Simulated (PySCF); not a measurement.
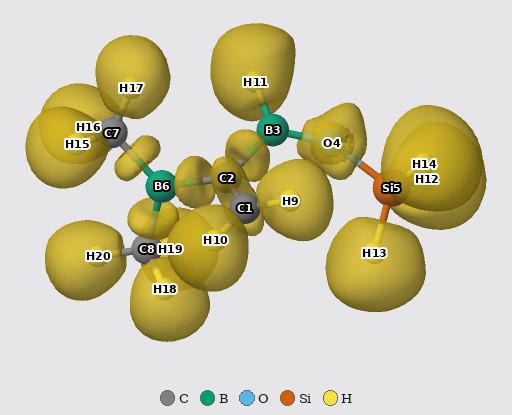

*C4H12B2OSi. Isosurface of the electron localisation function at 0.8 (yellow), seen across its widest extent. Core shells and regions of very low density are left out.*

Geometry: GFN2-xTB.

All numbers below come from PBE0/pcSseg-1, SCF density, gas phase, non-relativistic in PySCF.

```xyz
20

C     0.4067    0.8282    1.4156
C    -0.0801    0.4538    0.2296
B     0.7955    0.7173   -1.0590
O     2.0989    0.5060   -1.0506
Si    3.4692    0.0445   -0.3351
B    -1.4667   -0.2245    0.0343
C    -2.6428    0.5437   -0.6854
C    -1.6745   -1.7090    0.5343
H     1.3670    1.3161    1.5135
H    -0.1516    0.7169    2.3340
H     0.3118    1.1099   -2.0613
H     4.1725   -0.6942   -1.3839
H     3.2406   -0.8044    0.8374
H     4.1369    1.2912    0.0392
H    -3.3632    0.8754    0.0627
H    -3.1946   -0.0988   -1.3691
H    -2.3192    1.4264   -1.2302
H    -1.1977   -1.8902    1.4957
H    -1.1962   -2.3898   -0.1706
H    -2.7178   -2.0078    0.6072
```

**Where are the electrons localised?**

At this value the surface marks out four regions between bonded B–C atoms (shared pairs), one region between bonded C–C atoms (shared pairs), twelve regions around hydrogen nuclei and one region on O in which the atom's valence shell and bonds are merged.

Values along the shortest contacts:
B–O (1.32 Å): the ELF peaks at about 0.90 between the atoms, as expected for a short, strongly polar bond. C–C (1.34 Å): the ELF peaks at about 0.90 between the atoms: a multiple bond.
